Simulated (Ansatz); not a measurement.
We consider bcc W, described by PBE in Ansatz (PAW).

Run with plane-wave cutoff 520 eV, 24×24×24 k mesh, Fermi–Dirac smearing 0.05 eV, no spin polarisation, scalar-relativistic PAW data made under PBE.

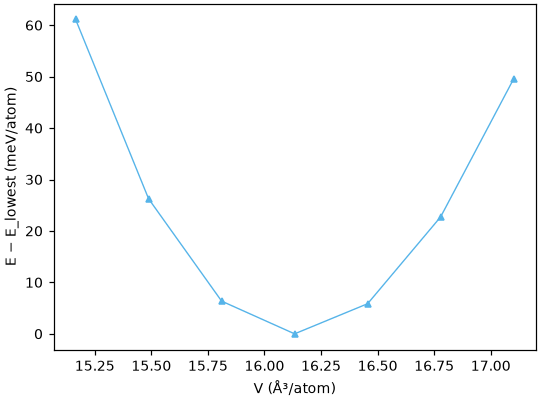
Fig. 1. Total energy against volume

**Question.** From the curve, estimate the equilibrium volume and the bulk modulus.

**Answer.** V0 ≈ 16.1 Å³/atom and B0 ≈ 300 GPa; the fit gives V0 = 16.134 Å³/atom, B0 = 303 GPa, B′ = 4.1.

Measured, for comparison: bulk modulus 312 GPa (zero-point energy and finite temperature contributions removed, our sources range from 300 to 328; as tabulated in doi:10.1021/acs.jctc.3c00612); equilibrium volume per atom 15.78 Å³/atom (static lattice: zero-point anharmonic expansion removed; as tabulated in Mejia-Rodriguez and Trickey (2018), arXiv:1807.09216). Computed (rounded) less measured: bulk modulus -3 % (inside the range of the sources held), equilibrium volume per atom +2.2 %.

Spin–orbit coupling is not included.

Computed values are for the static lattice.

Computing time: about 50 core-seconds (a rough figure).

Ansatz is a quantum-chemistry and plane-wave program.
